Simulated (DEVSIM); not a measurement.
System: Si p-i-n diode, at 300 K.

| layer (left to right) | material | thickness (μm) | Nd (cm⁻³) | Na (cm⁻³) | τn (s) | τp (s) |
|---|---|---|---|---|---|---|
| 1 | Si | 0.200 | - | 3e17 | 4.9e-6 | 4.9e-6 |
| 2 | Si | 19.0 | 1e12 | - | 4.9e-6 | 4.9e-6 |
| 3 | Si | 4.80 | 6.6e18 | - | 4.9e-6 | 4.9e-6 |

Left contact: ohmic. Right contact: ohmic. Voltage is applied to the left contact. Recombination: SRH at mid-gap. Gap narrowing is on: ΔEg = 6.92 meV × (l + √(l² + 0.5)), l = ln(N/1.3e17 cm⁻³), shared equally by both band edges. Mobility is μmin + (μ − μmin)/(1 + (N/Nref)^α).

The device is made up for the run: typed textbook-type constants, with dimensions and the other settings drawn at random. Values at 300 K.

```csv
parameter,Si
gap (eV),1.124
affinity (eV),4.05
permittivity,11.7
Nc (cm⁻³),2.86e19
Nv (cm⁻³),3.1e19
μn (cm²/Vs),1417
μp (cm²/Vs),470
"μn,min",52
"μp,min",45
"Nref,n",9.7e16
"Nref,p",2.2e17
αn,0.68
αp,0.72
```

Simulated with DEVSIM: 1D drift-diffusion, Boltzmann statistics, complete ionisation; no tunnelling, impact ionisation, image-force lowering or self-heating.

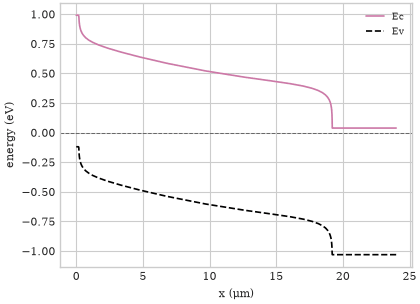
Fig. 1. Band edges at zero bias

Energies count from the Fermi level of the right contact; mesh points crowd at the junctions.

```json
[
 {"x (μm)": "0.000", "Ec (eV)": "0.991", "Ev (eV)": "-0.120", "n (cm⁻³)": "650", "p (cm⁻³)": "3.0e17", "field (V/cm)": "≈ 0"},
 {"x (μm)": "0.04145", "Ec (eV)": "0.991", "Ev (eV)": "-0.120", "n (cm⁻³)": "650", "p (cm⁻³)": "3.0e17", "field (V/cm)": "≈ 0"},
 {"x (μm)": "0.1256", "Ec (eV)": "0.991", "Ev (eV)": "-0.120", "n (cm⁻³)": "650", "p (cm⁻³)": "3.0e17", "field (V/cm)": "≈ 0"},
 {"x (μm)": "0.1842", "Ec (eV)": "0.988", "Ev (eV)": "-0.123", "n (cm⁻³)": "740", "p (cm⁻³)": "2.6e17", "field (V/cm)": "-4300"},
 {"x (μm)": "0.2349", "Ec (eV)": "0.920", "Ev (eV)": "-0.204", "n (cm⁻³)": "10000", "p (cm⁻³)": "1.2e16", "field (V/cm)": "-9600"},
 {"x (μm)": "0.3529", "Ec (eV)": "0.860", "Ev (eV)": "-0.264", "n (cm⁻³)": "100000", "p (cm⁻³)": "1.1e15", "field (V/cm)": "-3000"},
 {"x (μm)": "0.7071", "Ec (eV)": "0.801", "Ev (eV)": "-0.323", "n (cm⁻³)": "1000000", "p (cm⁻³)": "1.2e14", "field (V/cm)": "-1000"},
 {"x (μm)": "2.385", "Ec (eV)": "0.712", "Ev (eV)": "-0.412", "n (cm⁻³)": "3.1e7", "p (cm⁻³)": "3.7e12", "field (V/cm)": "-360"},
 {"x (μm)": "6.808", "Ec (eV)": "0.585", "Ev (eV)": "-0.539", "n (cm⁻³)": "4.3e9", "p (cm⁻³)": "2.7e10", "field (V/cm)": "-240"},
 {"x (μm)": "14.65", "Ec (eV)": "0.436", "Ev (eV)": "-0.688", "n (cm⁻³)": "1.4e12", "p (cm⁻³)": "8.6e7", "field (V/cm)": "-160"},
 {"x (μm)": "17.70", "Ec (eV)": "0.373", "Ev (eV)": "-0.750", "n (cm⁻³)": "1.5e13", "p (cm⁻³)": "7700000", "field (V/cm)": "-340"},
 {"x (μm)": "18.86", "Ec (eV)": "0.298", "Ev (eV)": "-0.826", "n (cm⁻³)": "2.8e14", "p (cm⁻³)": "420000", "field (V/cm)": "-1500"},
 {"x (μm)": "19.10", "Ec (eV)": "0.236", "Ev (eV)": "-0.888", "n (cm⁻³)": "3.2e15", "p (cm⁻³)": "37000", "field (V/cm)": "-5000"},
 {"x (μm)": "19.18", "Ec (eV)": "0.155", "Ev (eV)": "-0.969", "n (cm⁻³)": "7.2e16", "p (cm⁻³)": "1600", "field (V/cm)": "-24000"},
 {"x (μm)": "19.24", "Ec (eV)": "0.038", "Ev (eV)": "-1.031", "n (cm⁻³)": "6.6e18", "p (cm⁻³)": "150", "field (V/cm)": "≈ 0"},
 {"x (μm)": "19.35", "Ec (eV)": "0.038", "Ev (eV)": "-1.031", "n (cm⁻³)": "6.6e18", "p (cm⁻³)": "150", "field (V/cm)": "≈ 0"},
 {"x (μm)": "19.70", "Ec (eV)": "0.038", "Ev (eV)": "-1.031", "n (cm⁻³)": "6.6e18", "p (cm⁻³)": "150", "field (V/cm)": "≈ 0"},
 {"x (μm)": "20.73", "Ec (eV)": "0.038", "Ev (eV)": "-1.031", "n (cm⁻³)": "6.6e18", "p (cm⁻³)": "150", "field (V/cm)": "≈ 0"},
 {"x (μm)": "23.14", "Ec (eV)": "0.038", "Ev (eV)": "-1.031", "n (cm⁻³)": "6.6e18", "p (cm⁻³)": "150", "field (V/cm)": "≈ 0"},
 {"x (μm)": "23.73", "Ec (eV)": "0.038", "Ev (eV)": "-1.031", "n (cm⁻³)": "6.6e18", "p (cm⁻³)": "150", "field (V/cm)": "≈ 0"},
 {"x (μm)": "23.92", "Ec (eV)": "0.038", "Ev (eV)": "-1.031", "n (cm⁻³)": "6.6e18", "p (cm⁻³)": "150", "field (V/cm)": "≈ 0"},
 {"x (μm)": "24.00", "Ec (eV)": "0.038", "Ev (eV)": "-1.031", "n (cm⁻³)": "6.6e18", "p (cm⁻³)": "150", "field (V/cm)": "≈ 0"}
]
```
